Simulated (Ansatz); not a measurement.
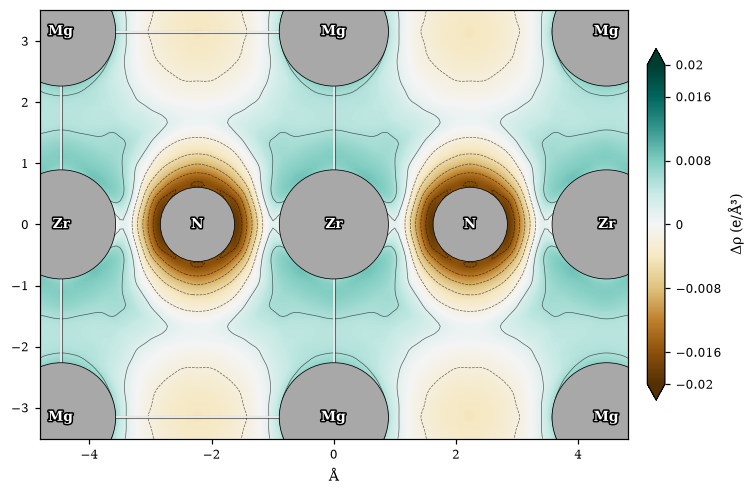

Mg3ZrN3. Difference of the valence pseudo-densities of two functionals at the same geometry, on the (101) plane of the calculation cell: PBE less r2SCAN.

Both computed with Ansatz (plane waves, PAW), on the same k-point mesh. Grey discs cover the atomic cores.

Where does the change of functional move the electrons?

Against r2SCAN, PBE gives more density around Zr (+0.005 e/Å³ on average at 1.2 Å from the nucleus) and less density around N (−0.015 e/Å³ on average at 0.8 Å from the nucleus).
